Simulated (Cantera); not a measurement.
A closed system holds: 1 mol SiO2, 2.7 mol C, 0.019 mol CO, at 8.10 bar.

Equilibrium computed with Cantera from the NASA thermochemical tables; the gas is ideal and each condensed phase is pure. Candidate condensed phases: C, Si, SiC, SiO2; 20 gas species. The tables hold silica as quartz up to 1696 K and as liquid above; real silica turns to tridymite and cristobalite and melts near 1996 K. Rates play no part.

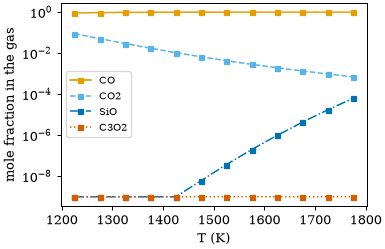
Fig. 1. Equilibrium gas composition (values under 1e-9 drawn at 1e-9)

From 1225 K to 1675 K the condensed part is C(graphite) + SiO2(β-quartz). From 1725 K to 1775 K the condensed part is C(graphite) + SiO2(condensed).
